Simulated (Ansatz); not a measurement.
```
CELL_PARAMETERS angstrom
3.50934 0.00000 0.00000
-1.75467 3.03917 0.00000
0.00000 0.00000 9.60931
ATOMIC_POSITIONS crystal
Al 0.66667 0.33333 0.33550
Al 0.66667 0.33333 0.87399
Al 0.33333 0.66667 0.66450
Al 0.33333 0.66667 0.12601
B 0.00000 0.00000 0.00000
B 0.00000 0.00000 0.81937
B 0.00000 0.00000 0.18063
P 0.00000 0.00000 0.50000
```

Space group P-3m1; a generated structure, not necessarily the stable one.

Level of theory: Ansatz 0.2.0, DFT PBE, scalar-relativistic, plane waves, PAW.

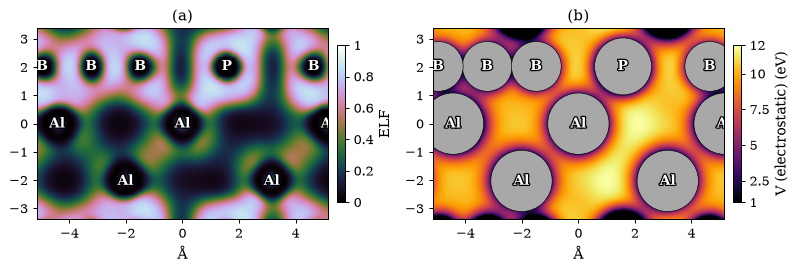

Al₄B₃P. (a) electron localisation function; (b) electrostatic potential energy of an electron on the (110) plane of the conventional cell. Grey discs cover the atomic cores in the potential map.

Core electrons are frozen (PAW), and the valence fields are smoothed inside the atomic spheres.

Question: What does the map show?

Answer: The plane passes through Al, B and P nuclei. B–B (1.74 Å): the ELF peaks at about 0.80 between the atoms. Al–B (2.09 Å): the ELF peaks at about 0.80 in the valence shell of B, 1.0 Å from its nucleus, and is about 0.80 at the midpoint. Al–P (2.57 Å): the ELF peaks at about 0.85 in the valence shell of P, 0.9 Å from its nucleus, and is about 0.80 at the midpoint. Al–B (2.36 Å): the ELF peaks at about 0.75 in the valence shell of B, 0.9 Å from its nucleus, and is about 0.75 at the midpoint. Outside the cores the potential energy rises away from the atoms and is highest about 2.1 Å from the nearest atoms; its zero is arbitrary.
